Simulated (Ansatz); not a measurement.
The figure comes from a scan of HgTe (zinc blende): volume and axial ratio are varied about the relaxed values (subscript 0). All values below come from r2SCAN (plane waves to 500 eV, PAW, scalar-relativistic; Ansatz, a program for electronic structure). k mesh 12×12×12 (Γ-centred), Fermi-Dirac smearing 0.05 eV. Energies are smeared free energies. With partly filled bands, the response to shear is sensitive to the k mesh, so small differences along c/a are uncertain. At this level the bands of HgTe touch or barely overlap. HgTe was relaxed with its symmetry unable to fall. Spin-orbit coupling is left out, though Hg and Te are heavy. The zero of ΔE is the relaxed starting cell.

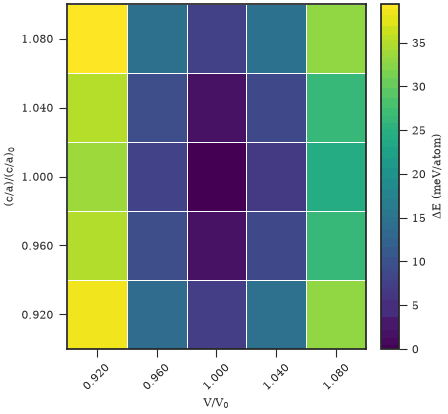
Figure: ΔE (meV/atom), one tile a computed point.

Question: List the plotted points as numbers.

Answer: To the nearest 5:

ΔE (meV/atom), with V/V₀ across and (c/a)/(c/a)₀ down:

| (c/a)/(c/a)₀ \ V/V₀ | 0.920 | 0.960 | 1.000 | 1.040 | 1.080 |
|---|---|---|---|---|---|
| 0.920 | 40 | 15 | 5 | 15 | 35 |
| 0.960 | 35 | 10 | 0 | 10 | 25 |
| 1.000 | 35 | 10 | 0 | 5 | 25 |
| 1.040 | 35 | 10 | 0 | 10 | 25 |
| 1.080 | 40 | 15 | 5 | 15 | 35 |

(Under strain, the slope of the energy per volume gives the stress and its curvature an elastic modulus.)
